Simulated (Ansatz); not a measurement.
The calculation's input:

```
crystal:
  periodic: [false, false, false]
  atoms:
    - {symbol: S, position_ang: [-0.501569, 0.802310, -2.038630]}
    - {symbol: H, position_ang: [-0.222561, -0.379168, -2.608859]}
    - {symbol: H, position_ang: [0.459089, 0.646419, -1.106079]}
    - {symbol: C, position_ang: [0.057639, -0.270105, 1.442283]}
    - {symbol: O, position_ang: [1.092541, 0.052807, 0.930957]}
    - {symbol: H, position_ang: [0.014545, -0.615198, 2.493014]}
    - {symbol: H, position_ang: [-0.899585, -0.236964, 0.887415]}
basis:
  gaussian: {orbitals: "def2-TZVPPD.json"}
hamiltonian: {xc: pbe0, dispersion: d4}
output: {orbitals: {seedname: orbitals}}
```

Command:

```sh
ansatz run in.yaml --threads 2 --pin off --events-out ev --progress --plain --max-ram 5222MiB
```

Geometry: PBE0-D4/def2-TZVP.

All numbers below come from RKS PBE0-D4/def2-TZVPPD in Ansatz 0.2.0.

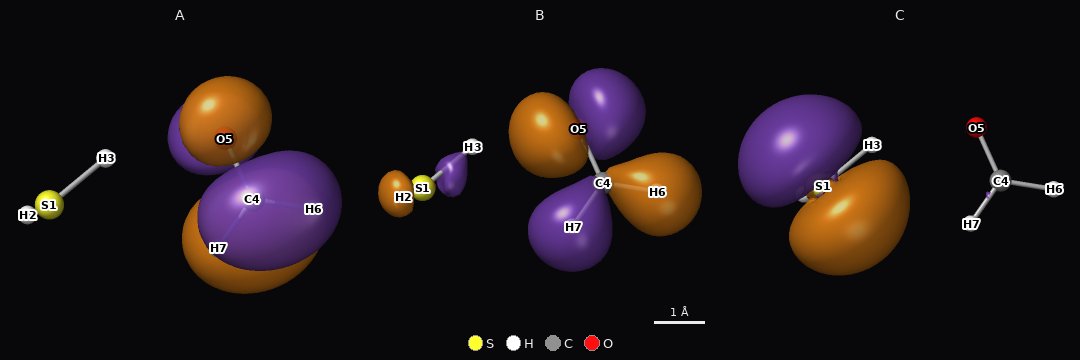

H₂S···CH₂O. Three frontier orbitals at ±0.1 Å⁻³ᐟ² (orange and purple are the two phases), in no order.

### Order the three orbitals by energy and name them.

B is the HOMO−1 (−8.14 eV). It lies mainly on O5 (about 60 %), C4 (about 15 %), H6 (about 10 %) and H7 (about 10 %). C is the HOMO (−7.35 eV). Its weight (Hirshfeld) is mainly on S1 (about 90 %); largely a lone pair of S1. A is the LUMO (−1.60 eV). It lies mainly on C4 (about 50 %), O5 (about 30 %), H6 (about 10 %) and H7 (about 10 %); π-antibonding (π*) across C4–O5.

### What is the HOMO–LUMO gap?

5.75 eV between the orbital energies.
